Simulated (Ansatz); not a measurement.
Rh (space group Fm-3m, No. 225): the input geometry of an electronic-structure calculation (not necessarily at equilibrium).

```
Rh
1.0
     3.80000    0.00000    0.00000
     0.00000    3.80000    0.00000
     0.00000    0.00000    3.80000
Rh
4
Direct
  0.00000 0.00000 0.00000
  0.00000 0.50000 0.50000
  0.50000 0.00000 0.50000
  0.50000 0.50000 0.00000
```

Bonds are taken as Rh–Rh below 3 Å; no other contact counts. Atoms with one bond or none are removed and atoms with two bonds are replaced by edges, until no such atom is left.

Derive the underlying net.

The result is a uninodal 12-connected, three-periodic net: Rh is a 12-connected node. It is the fcu net, known from cubic close packing. It is a single net, without interpenetration.

| node | links | point symbol | coordination sequence |
| --- | --- | --- | --- |
| Rh | 12 | 3^24.4^36.5^6 | 12 42 92 162 252 362 492 642 812 1002 |

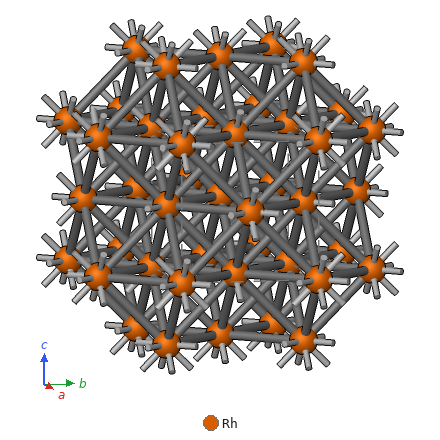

Nodes are coloured by topological kind. Edges to nodes outside the piece are drawn as stubs.
